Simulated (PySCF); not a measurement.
C$_{3}$H$_{9}$BrSi, SMILES `C[Si](C)(C)Br`.

Computed with PySCF, PBE/def2-TZVP, geometry: GFN2-xTB. No frequency check shows the geometry to be a minimum. A basis without diffuse functions makes polarisabilities too small. GFN2-xTB bond lengths at metals and heavier atoms can be off by up to 0.1 Å and shapes distorted, which carries into these values.

Geometry (Å), atoms numbered from 1:

```
C1      -1.3704   -0.3241   -1.7920
Si2     -0.8375   -0.0001    0.0000
C3      -1.3704    1.7140    0.6153
C4      -1.3705   -1.3899    1.1767
Br5      1.4204    0.0000   -0.0000
H6      -0.9939   -1.2790   -2.1488
H7      -2.4523   -0.3284   -1.8855
H8      -0.9942    0.4454   -2.4605
H9      -2.4523    1.7971    0.6583
H10     -0.9939    2.5004   -0.0333
H11     -0.9935    1.9085    1.6161
H12     -0.9940   -1.2214    2.1820
H13     -0.9935   -2.3538    0.8448
H14     -2.4524   -1.4686    1.2271
```

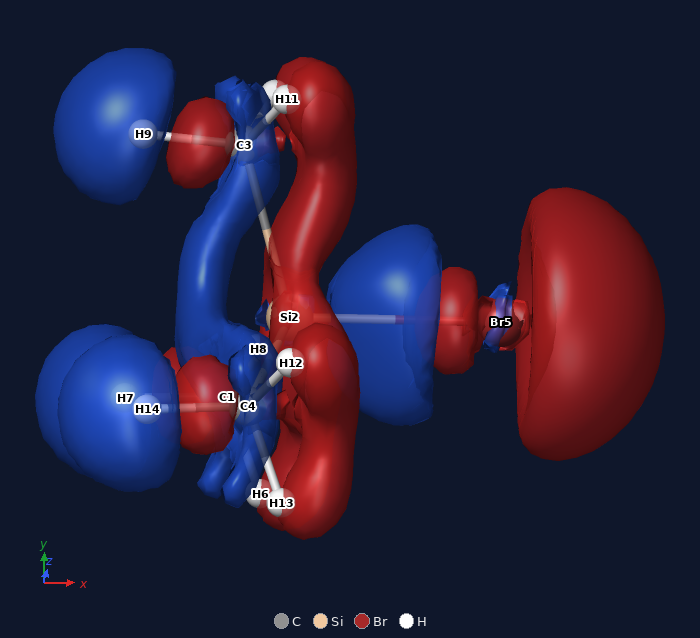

Change of the electron density in a uniform field of 0.21 V/Å, surfaces at ±0.0015 e/Å³ (blue: gain, red: loss).

Question: Along which Cartesian direction does the field point?

Answer: Along +x: electrons gather on the −x side, against the field.

Question: How large is the response?

Answer: The induced dipole is 0.93 D (along the field); α along this axis, from the fields in both directions, is 92 bohr³ (13.6 Å³).

Question: Which atoms gain and lose the most charge?

Answer: Electrons gather most on H7, H9 and H14 alike (Hirshfeld charge changes by −0.009 e) and leave Br5 most (+0.029 e); 0.076 electrons are displaced in all.
